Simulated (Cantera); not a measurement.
A closed system holds: 1 mol FeS, 730 mol H₂, 0.086 mol H₂O, at 2248 K.

Equilibrium computed with Cantera from the NASA thermochemical tables; the gas is ideal and each condensed phase is pure. Candidate condensed phases: Fe, FeO, Fe(OH)₂, Fe(OH)₃, FeS, FeSO₄, FeS₂, Fe₂O₃, Fe₂(SO₄)₃, Fe₃O₄, H₂O, H₂SO₄, S; 22 gas species. The numbers say what is thermodynamically allowed, not how fast it happens.

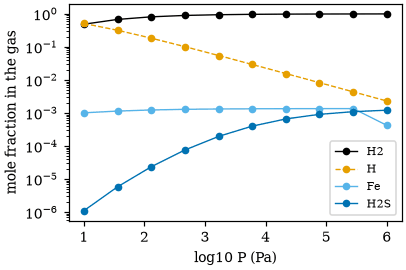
Fig. 1. Equilibrium gas composition (values under 1e-9 drawn at 1e-9)

From 0.000100 bar to 2.80 bar nothing is condensed. At 10.0 bar the condensed part is Fe(l). The main Fe-bearing gas is Fe throughout.
